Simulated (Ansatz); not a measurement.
SrVO3: pressure series

Take SrVO₃ in the cubic perovskite structure (space group Pm-3m, No. 221; ferromagnetic) as the base.

Space group Pm-3m (No. 221); a = 3.8407 Å, b = 3.8407 Å, c = 3.8407 Å, α = 90.00°, β = 90.00°, γ = 90.00°

```
atom  site  symmetry       x       y       z
----  ----  --------  ------  ------  ------
Sr      1a      m-3m  0.0000  0.0000  0.0000
V       1b      m-3m  0.5000  0.5000  0.5000
O       3c    4/mm.m  0.0000  0.5000  0.5000
```

Cell and atoms are relaxed at each pressure.

Calculations: Ansatz (a first-principles code) r2SCAN, scalar-relativistic without spin-orbit coupling.

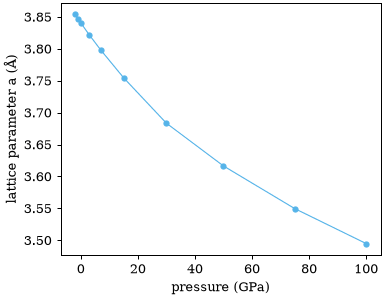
Figure: Lattice parameter a against pressure

Question: From the plot, what is the lattice parameter a for pressure 75 GPa?

Answer: About 3.55 Å.

Question: Is the trend monotonic over the range shown?

Answer: Yes, it falls throughout, spanning 3.495 Å to 3.854 Å.

The magnetic state is the one reached from the starting moments; the real material's order can differ, and small cells can't hold many antiferromagnetic ones. Load acts through the strain it causes; cell and atoms are relaxed under it. Stability against distortions was not tested. No other phases were tried under pressure. Starting moments died away, wholly or in part, for pressure 30 GPa, pressure 50 GPa, pressure 75 GPa and pressure 100 GPa; another magnetic solution may exist. No Hubbard U is applied, and correlation can decide whether such a compound is a metal.
